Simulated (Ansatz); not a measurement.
# BH₄NSi: what the fields show

Input file:

```
crystal:
  periodic: [false, false, false]
  atoms:
    - { symbol: "N", position_ang: [-1.4713, -1.49214, 0.06727] }
    - { symbol: B, position_ang: [-0.59734, -0.61114, 0.02177] }
    - { symbol: Si, position_ang: [0.75469, 0.76586, -0.03354] }
    - { symbol: H, position_ang: [-2.16422, -2.19977, 0.09438] }
    - { symbol: H, position_ang: [0.68549, 1.59696, -1.24847] }
    - { symbol: H, position_ang: [0.18486, -0.6009, -0.84826] }
    - { symbol: H, position_ang: [2.12783, 0.23182, 0.0028] }
basis:
  gaussian: { orbitals: def2-SVP }
hamiltonian:
  xc: { name: BHLYP }
relax:
  f_tol: 0.02
  max_steps: 50
output:
  orbitals: {}
```

Command:

```sh
ansatz run input.yaml --threads 1 --pin off --max-ram 2048MiB --backend cpu --events-out ev --progress --plain --runs-dir out
```

The fields are those of the relaxed geometry.

Level of theory: RKS BHLYP/def2-SVP in Ansatz.

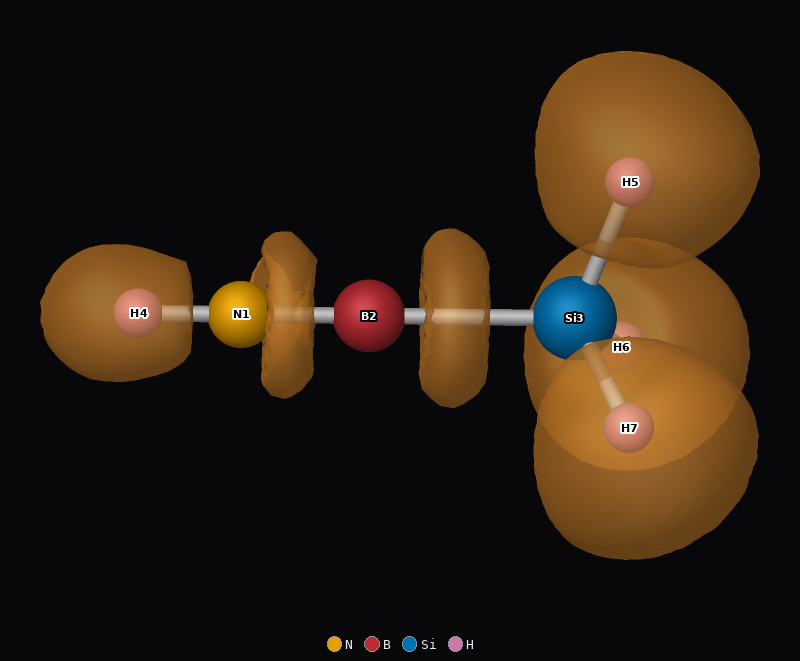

Figure 1. Isosurface of the electron localisation function at 0.85 (orange), seen at a tilt. Only the valence region is drawn (cores and ρ < 0.01 e/Å³ removed).

What do the ELF domains correspond to?

The surface consists of one region between bonded B–N atoms (shared pairs), one region between bonded B–Si atoms (shared pairs) and four regions around hydrogen nuclei. Along the contacts the grid gives the following. B–N (1.23 Å): the ELF peaks at about 0.85 between the atoms (a polar covalent bond). Si–B (1.99 Å): the ELF peaks at about 1 between the atoms; a shared electron pair.

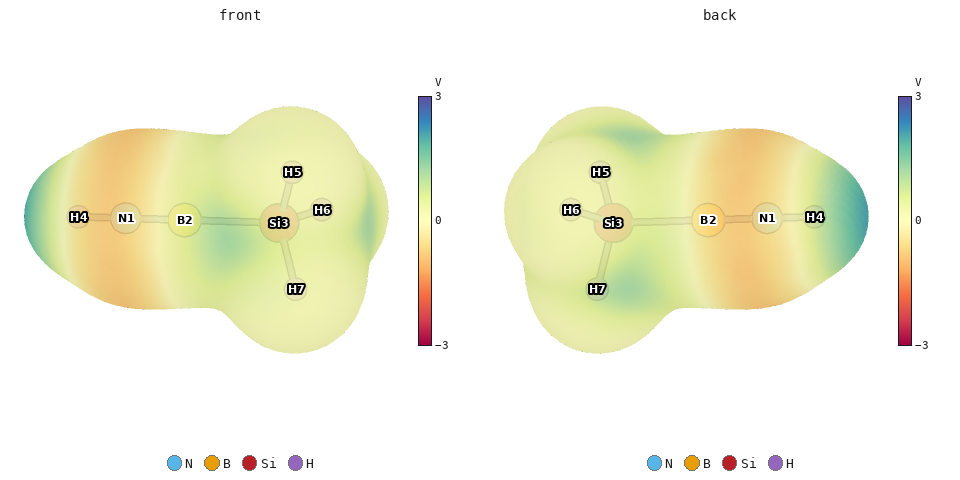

Figure 2. The electrostatic potential painted on the density surface at 0.002 e/bohr³, seen from the front and from behind; the colour scale runs from red (negative) to blue (positive).

Describe the electrostatic potential map.

The most negative region (about −0.8 V, or −18 kcal/mol for a unit charge) lies over N1, the most positive (about +2.0 V, or +46 kcal/mol for a unit charge) over H4.

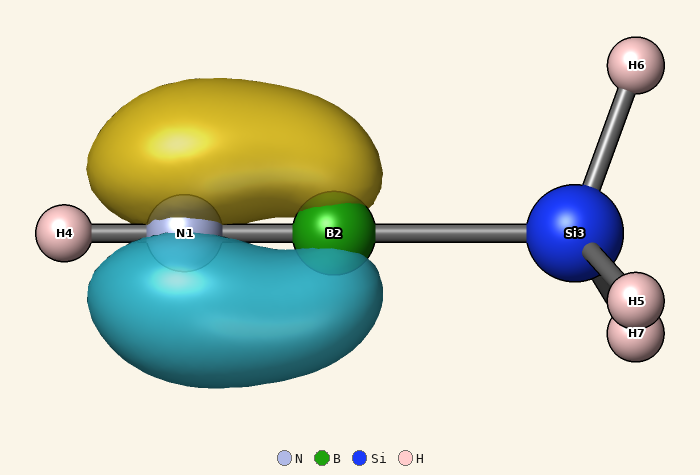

Figure 3. The HOMO at ±0.2 Å⁻³ᐟ² (yellow and cyan are the two phases), seen from one side.

Where does this orbital lie, and at what energy?

By Hirshfeld shares it lies mainly on N1 (about 65 %) and B2 (about 25 %); π-bonding across N1–B2. It is one of a degenerate set, so its orientation is arbitrary. Its energy is −9.60 eV.
